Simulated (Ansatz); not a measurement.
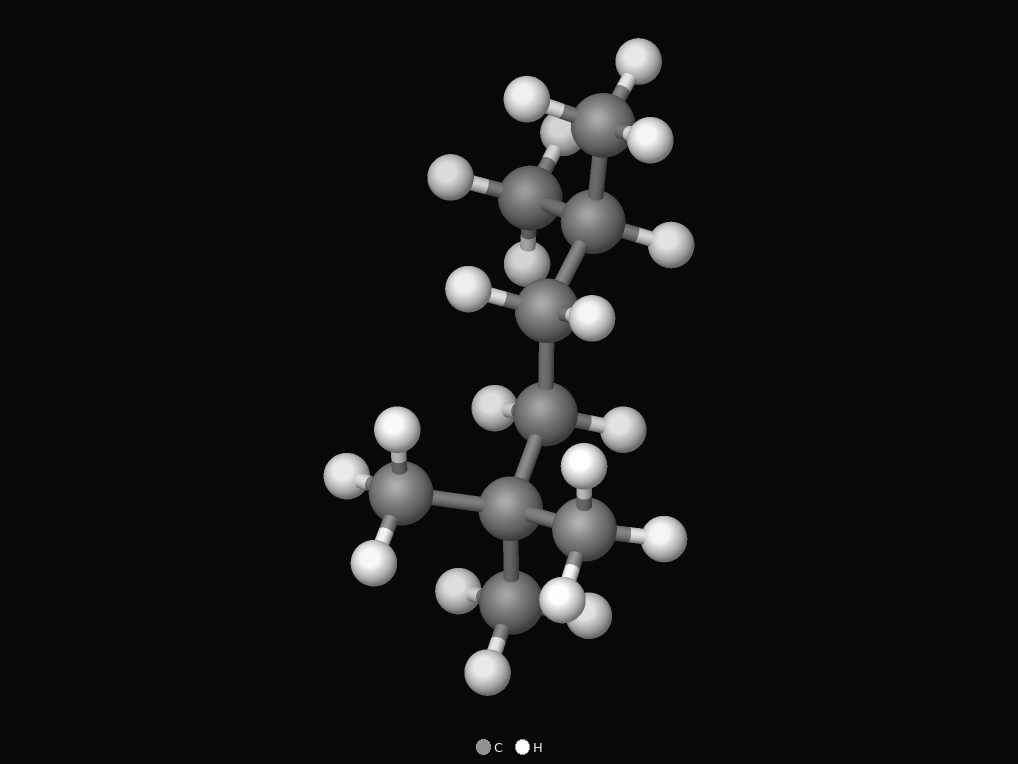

Computed geometry: PBE0-D4/def2-TZVP optimisation. No frequency run is at hand to confirm it as a minimum. Program: Ansatz 0.2.0.

At this fixed geometry, give HOMO energy (eV) at these levels: B3LYP-D4/def2-TZVPP; B97M-V/def2-TZVPP; BHLYP-D4/def2-TZVPP; HSE06 (plane-wave form)-D4/def2-TZVPP; PBE-D4/def2-TZVPP; SPW92 (LDA)/def2-TZVPP; r2SCAN0-D4/def2-TZVPP; ωB97M-V/def2-SVP; ωB97X-V/def2-TZVPP.

| level | HOMO energy (eV) |
| --- | --- |
| B3LYP-D4/def2-TZVPP | −8.24 |
| B97M-V/def2-TZVPP | −7.55 |
| BHLYP-D4/def2-TZVPP | −9.68 |
| HSE06 (plane-wave form)-D4/def2-TZVPP | −8.03 |
| PBE-D4/def2-TZVPP | −7.13 |
| SPW92 (LDA)/def2-TZVPP | −7.25 |
| r2SCAN0-D4/def2-TZVPP | −8.58 |
| ωB97M-V/def2-SVP | −10.70 |
| ωB97X-V/def2-TZVPP | −10.80 |
